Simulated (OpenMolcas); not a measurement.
# SnH2Cl2 (SMILES [Cl][SnH2][Cl]): levels of theory compared

Wanted: a comparison of 5 runs (B3LYP/def2-SVPD, BHLYP/def2-SVPD, PBE/def2-SVPD, PBE0/def2-SVPD, MP2/def2-SVPD) of SnH2Cl2. 

Program for the calculation: OpenMolcas 26.06.

## (1) The structure to begin with

SnH2Cl2 has 5 atoms, charge 0, and is taken as a singlet. SMILES: `[Cl][SnH2][Cl]`. Geometry: relaxed at PBE0-D4/def2-TZVP.

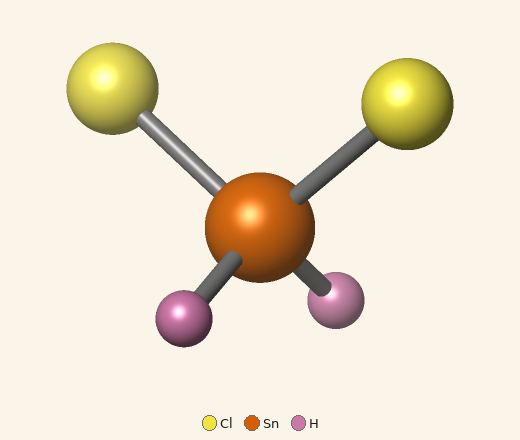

Viewed from a chosen angle; chlorine yellow, tin orange, hydrogen pink.

## (2) Energy and gradient at B3LYP/def2-SVPD (core potential) (run 1)

mol.xyz reads:

```xyz
5

Cl    -1.795300    -0.326200     1.206500
Sn     0.192400    -0.102900     0.038600
Cl    -0.250400     1.295500    -1.753900
H      0.602200    -1.626300    -0.582100
H      1.301000     0.686300     1.049400
```

job.inp reads:

```
&GATEWAY
 BasLib=$CurrDir
 Coord=mol.xyz
 Basis=def2-SVPD
 Group=NoSym

&SEWARD
 GridInput
 Grid=UltraFine
 End of Grid

&SCF
 KSDFT=B3LYP
 Thresholds=1e-10 1e-07 1e-07 1e-05
 PrOrbitals=0

&ALASKA
```

The basis set def2-SVPD is read from a file made from the Basis Set Exchange's data (not shown).

Started as:

```bash
$ export MOLCAS_MEM=1860
$ pymolcas job.inp > job.log
```

What it wrote:

```text
--- Start Module: gateway ---
[...]
--- Stop Module: gateway /rc=_RC_ALL_IS_WELL_ ---
[...]
      Basis functions          102
[...]
--- Start Module: scf ---
[...]
       Convergence after  12 Iterations
[...]
::    Total KS-DFT energy                           -1135.7925757630
[...]
      Total spin, S                                     0.0000000000
[...]
      Total electronic charge=   58.000000
      Total            charge=   -0.000000
[...]
      Dipole Moment (debye):
      Origin of the operator (angstrom)=   -0.2426    0.1074   -0.0732
                   X=  2.3429E+00               Y= -1.1326E+00               Z=  6.0213E-01           Total=  2.6710E+00
      Quadrupole Moment (debye*angstrom):
[...]
--- Stop Module: scf /rc=_RC_ALL_IS_WELL_ ---
[...]
--- Start Module: alaska ---
[...]
 *              Molecular gradients               *
 **************************************************
  Irreducible representation: a
 ------------------------------------------------------------------------------------------
                              X                       Y                       Z
 ------------------------------------------------------------------------------------------
  CL1               1.53269071326605E-02    1.98628636375275E-03   -9.38070232119514E-03
  SN2              -1.56343943303590E-02    7.59001842008189E-03   -4.00899101109875E-03
  CL3               3.07235604288003E-03   -1.08879082583258E-02    1.41169775677703E-02
  H4               -7.45502641361195E-04    2.73491158590033E-03    1.10775859658085E-03
  H5               -2.01936620383769E-03   -1.42330811137192E-03   -1.83504283200975E-03
 ------------------------------------------------------------------------------------------
--- Stop Module: alaska /rc=_RC_ALL_IS_WELL_ ---
[...]
```

Run time: 27 s. Hardware: 1 thread of Arm Neoverse V2, shared host; peak memory 0.57 GiB.

## (3) Energy and forces at BHLYP/def2-SVPD (core potential) (run 2)

calc.input reads:

```
* Cl2H2Sn Kohn-Sham DFT
>>> EXPORT MOLCAS_PRINT=2

&gateway
 baslib
 $CurrDir
 coord
 5
 angstrom
 Cl      -1.795300      -0.326200       1.206500
 Sn       0.192400      -0.102900       0.038600
 Cl      -0.250400       1.295500      -1.753900
 H        0.602200      -1.626300      -0.582100
 H        1.301000       0.686300       1.049400
 basis
 def2-SVPD
 group
 NoSym

&seward
 gridinput
 Grid=UltraFine
 End of Grid

&scf
 ksdft
 HYB_GGA_XC_BHANDHLYP
 thresholds
 1e-10 1e-07 1e-07 1e-05
 prorbitals
 0

&alaska
```

The basis set def2-SVPD is read from a file made from the Basis Set Exchange's data (not shown).

Started as:

```bash
$ export MOLCAS_MEM=1860
$ pymolcas calc.input > calc.log
```

What it wrote:

```text
--- Start Module: gateway ---
[...]
--- Stop Module: gateway /rc=_RC_ALL_IS_WELL_ ---
[...]
      Basis functions          102
[...]
--- Start Module: scf ---
[...]
       Convergence after  13 Iterations
[...]
::    Total KS-DFT energy                           -1135.6213483945
[...]
      Total spin, S                                     0.0000000000
[...]
      Total electronic charge=   58.000000
      Total            charge=   -0.000000
[...]
      Dipole Moment (debye):
      Origin of the operator (angstrom)=   -0.2426    0.1074   -0.0732
                   X=  2.4610E+00               Y= -1.1897E+00               Z=  6.3249E-01           Total=  2.8057E+00
      Quadrupole Moment (debye*angstrom):
[...]
--- Stop Module: scf /rc=_RC_ALL_IS_WELL_ ---
[...]
--- Start Module: alaska ---
[...]
 *              Molecular gradients               *
 **************************************************
  Irreducible representation: a
 ------------------------------------------------------------------------------------------
                              X                       Y                       Z
 ------------------------------------------------------------------------------------------
  CL1               1.00895125038960E-02    1.25750480669051E-03   -6.10434794819170E-03
  SN2              -1.32411282268663E-02    6.43331563065530E-03   -3.39338931251731E-03
  CL3               2.08886491830684E-03   -7.15141010297060E-03    9.24196170648628E-03
  H4                2.71692862213957E-04   -1.15823781143920E-03   -4.94271329042117E-04
  H5                7.91057942494788E-04    6.18827477118611E-04    7.50046883353228E-04
 ------------------------------------------------------------------------------------------
--- Stop Module: alaska /rc=_RC_ALL_IS_WELL_ ---
[...]
```

Wall time 28 s (1 thread of Arm Neoverse V2, shared host); peak memory 0.57 GiB.

Runs 3 to 4 aren't shown in full; the table further down has their settings and results.

## (4) The energy at MP2/def2-SVPD (core potential) (run 5)

run.input reads:

```
&gateway
baslib=$CurrDir
coord
5
angstrom
Cl      -1.795300      -0.326200       1.206500
Sn       0.192400      -0.102900       0.038600
Cl      -0.250400       1.295500      -1.753900
H        0.602200      -1.626300      -0.582100
H        1.301000       0.686300       1.049400
basis=def2-SVPD
group=NoSym
&seward
&scf
thresholds=1e-10 1e-07 1e-07 1e-05
prorbitals=1
&mbpt2
frozen=14
```

The basis set def2-SVPD is read from a file made from the Basis Set Exchange's data (not shown).

Started as:

```bash
$ export MOLCAS_MEM=1860
$ pymolcas run.input > run.log
```

What it wrote:

```text
--- Start Module: gateway ---
[...]
--- Stop Module: gateway /rc=_RC_ALL_IS_WELL_ ---
[...]
      Basis functions          102
[...]
--- Start Module: scf ---
[...]
       Convergence after  12 Iterations
[...]
::    Total SCF energy                              -1133.3124189425
[...]
      Total spin, S                                     0.0000000000
[...]
      Total electronic charge=   58.000000
      Total            charge=   -0.000000
[...]
      Dipole Moment (debye):
      Origin of the operator (angstrom)=   -0.2426    0.1074   -0.0732
                   X=  2.5647E+00               Y= -1.2398E+00               Z=  6.5914E-01           Total=  2.9239E+00
      Quadrupole Moment (debye*angstrom):
[...]
--- Stop Module: scf /rc=_RC_ALL_IS_WELL_ ---
[...]
--- Start Module: mbpt2 ---
[...]
WARNING!
Default frozen orbitals as non valence orbitals is overwritten by user input.
Default values:  10
[...]
       Reference weight ( Cref**2 )         =        0.85745
::    Total MBPT2 energy                            -1133.7199939998
[...]
      Total MBPT2 calculations                           0.43      0.48
--- Stop Module: mbpt2 /rc=_RC_ALL_IS_WELL_ ---
[...]
```

It took 9.3 s on 1 thread of Arm Neoverse V2, shared host; peak memory 0.57 GiB.

## (5) The series

```
run                             level      task  integration grid   energy (Eh)  dipole moment (D) of the reference  HOMO energy (eV)  LUMO energy (eV)  wall time
  1  B3LYP/def2-SVPD (core potential)  gradient         UltraFine  -1135.792576                                2.67             -8.75             -1.88       27 s
  2  BHLYP/def2-SVPD (core potential)  gradient         UltraFine  -1135.621348                                2.81            -10.22             -0.67       28 s
  3    PBE/def2-SVPD (core potential)  gradient         UltraFine  -1135.303458                                2.58             -7.67             -2.49       32 s
  4   PBE0/def2-SVPD (core potential)  gradient         UltraFine  -1135.393561                                2.72             -9.02             -1.58       27 s
  5    MP2/def2-SVPD (core potential)    energy                 –  -1133.719994                                2.92            -12.17              1.41      9.3 s
```

## (6) What came out

```
                                           quantity           value
                                run 5: total energy  -1133.71999 Eh
          run 5: dipole moment (mean-field density)          2.92 D
         run 5: HOMO energy (Hartree–Fock orbitals)       -12.17 eV
         run 5: LUMO energy (Hartree–Fock orbitals)         1.41 eV
       run 5: HOMO–LUMO gap (Hartree–Fock orbitals)        13.59 eV
run 5: correlation energy (14 core orbitals frozen)      -407.6 mEh
```

What this shows: Over runs 1, 2, 3, 4 the dipole moment (its size) runs from 2.58 D (PBE/def2-SVPD) to 2.81 D (BHLYP/def2-SVPD). Over runs 1, 2, 3, 4 the HOMO–LUMO gap runs from 5.19 eV (PBE/def2-SVPD) to 9.55 eV (BHLYP/def2-SVPD). Totals of different functionals can't be ranked against each other. All runs together took 2 min, the longest 32 s.
